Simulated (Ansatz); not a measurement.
# SiHCl2OF (SMILES O[Si](F)(Cl)Cl) at CCSD/def2-SVP

What is the vertical ionisation energy of SiHCl2OF at CCSD/def2-SVP? 

The results are computed with Ansatz 0.2.0.

126 further runs of the same task are left out: 126 set aside as unsound or not needed.

### Step 1. The structure to begin with

SiHCl2OF has 6 atoms, charge 0, and is taken as a singlet. As SMILES, `O[Si](F)(Cl)Cl`. The coordinates come from a PBE0-D4/def2-TZVP relaxation. This is one conformer, not always the lowest.

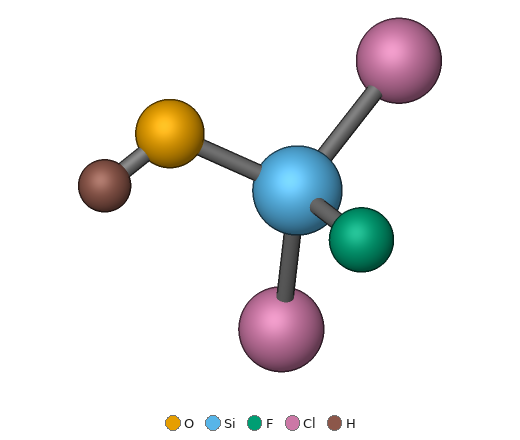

The structure, seen from a chosen angle (oxygen amber, silicon blue, fluorine teal, chlorine pink, hydrogen brown).

### Step 2. A single-point energy at CCSD/def2-SVP

File molecule.yaml:

```yaml
crystal:
  periodic: [false, false, false]
  atoms:
    - symbol: O
      position_ang: [-0.507700, 0.453700, 1.122500]
    - symbol: Si
      position_ang: [0.219500, 0.013400, -0.247400]
    - symbol: F
      position_ang: [1.583200, -0.726700, 0.044400]
    - symbol: Cl
      position_ang: [-0.921300, -1.272900, -1.319600]
    - symbol: Cl
      position_ang: [0.618000, 1.683900, -1.294500]
    - symbol: H
      position_ang: [-0.949600, -0.215500, 1.648500]
basis:
  gaussian:
    orbitals: def2-SVP
correlation:
  method: ccsd
  frozen_orbitals: {Cl: 5, F: 1, H: 0, O: 1, Si: 5}
accuracy: high
scf:
  omitted_lower_state_checks: [cluster_reference, increment]
```

Run with:

```
ansatz run molecule.yaml --threads 1 --pin off --max-ram 3480MiB --events-out events.jsonl --progress --plain --runs-dir runs
```

Log, cut to the lines that bear on the results:

```text
Warning: RAYON_NUM_THREADS=1 ignored (pool sized by the plan → 1); use --threads N
Functional definition: HF
  name "HF"
[...]
1703 factors; integrals over basis functions are off by at most 3.7e-9 eV
[...]
mean field -37620.14383255 eV, -1382.5147859970 hartree, gradient 9.4e-8 eV, S^2 0.000000; 0 other end points of the search recorded, 0 dependent functions left out
17 core orbitals not correlated: weight in the atoms' cores, before any rotation towards them, 1.000 or more for the frozen orbitals, at most 0.000 for the correlated occupied ones
reference -37620.14383255 eV, -1382.5147859970 hartree; 16, 16 occupied and 54, 54 virtual orbitals, 1703 factors
second order -19.63278182 eV of doubles, -0.00000000 eV of singles
cycle   1  -20.03770520 eV  change   -4.0e-1 eV  update   8.6e-2
[...]
cycle  19  -20.46974389 eV  change  -7.5e-10 eV  update   1.8e-9
Total energy: -37640.61357645 eV, -1383.2670352101 hartree
Checks for a lower state left out: cluster_reference, increment
```

Run time: 7.2 s. Hardware: 1 thread of AMD EPYC 9R45 (Zen 5), shared host; peak memory 0.42 GiB.

### Step 3. The doublet cation, same level

File input.yaml:

```yaml
crystal:
  periodic: [false, false, false]
  atoms:
    - symbol: O
      position_ang: [-0.507700, 0.453700, 1.122500]
    - symbol: Si
      position_ang: [0.219500, 0.013400, -0.247400]
    - symbol: F
      position_ang: [1.583200, -0.726700, 0.044400]
    - symbol: Cl
      position_ang: [-0.921300, -1.272900, -1.319600]
    - symbol: Cl
      position_ang: [0.618000, 1.683900, -1.294500]
    - symbol: H
      position_ang: [-0.949600, -0.215500, 1.648500]
basis:
  gaussian: {orbitals: def2-SVP}
total_charge: 1
magnetization: {spin_polarized: true, initial_magnetization: 1}
correlation: {method: ccsd, frozen_orbitals: {Cl: 5, F: 1, H: 0, O: 1, Si: 5}}
accuracy: high
scf: {omitted_lower_state_checks: [cluster_reference, increment]}
```

Run with:

```
ansatz run input.yaml --threads 1 --pin off --max-ram 3480MiB --events-out events.jsonl --progress --plain --runs-dir runs
```

Log, cut to the lines that bear on the results:

```text
Warning: RAYON_NUM_THREADS=1 ignored (pool sized by the plan → 1); use --threads N
[... 2 set-up lines as earlier in the session ...]
[...]
1702 factors; integrals over basis functions are off by at most 3.7e-9 eV
[...]
mean field -37608.36657254 eV, -1382.0819796746 hartree, gradient 2.6e-8 eV, S^2 0.758803; 11 other end points of the search recorded, 0 dependent functions left out
17 core orbitals not correlated: weight in the atoms' cores, before any rotation towards them, 1.000 or more for the frozen orbitals, at most 0.000 for the correlated occupied ones
reference -37608.36657254 eV, -1382.0819796746 hartree; 16, 15 occupied and 54, 55 virtual orbitals, 1702 factors
second order -19.09388713 eV of doubles, -0.00000000 eV of singles
cycle   1  -19.54557131 eV  change   -4.5e-1 eV  update   1.1e-1
[...]
cycle  50  -20.20957051 eV  change  -7.3e-10 eV  update   2.8e-9
Total energy: -37628.57614306 eV, -1382.8246676924 hartree
Checks for a lower state left out: cluster_reference, increment
```

Wall time 55 s (1 thread of AMD EPYC 9R45 (Zen 5), shared host); peak memory 0.77 GiB.

### Step 4. What came out

At CCSD/def2-SVP, 17 core orbitals frozen:

| quantity | value |
| --- | --- |
| singlet SiHCl2OF: total energy | -1383.26704 Eh |
| singlet SiHCl2OF: correlation energy (17 core orbitals frozen) | -752.2 mEh |
| singlet SiHCl2OF: T1 diagnostic | 0.010 |
| doublet cation: total energy | -1382.82467 Eh |
| doublet cation: correlation energy (17 core orbitals frozen) | -742.7 mEh |
| doublet cation: ⟨S²⟩ of the reference determinant | 0.759 |
| doublet cation: T1 diagnostic | 0.059 |
| vertical ionisation energy (to the doublet cation) | 12.037 eV |

Removing an electron at fixed nuclei costs 12.04 eV (278 kcal/mol). The T1 diagnostic (doublet cation) of 0.059 is above the customary mark for such species, so a single reference may not serve.
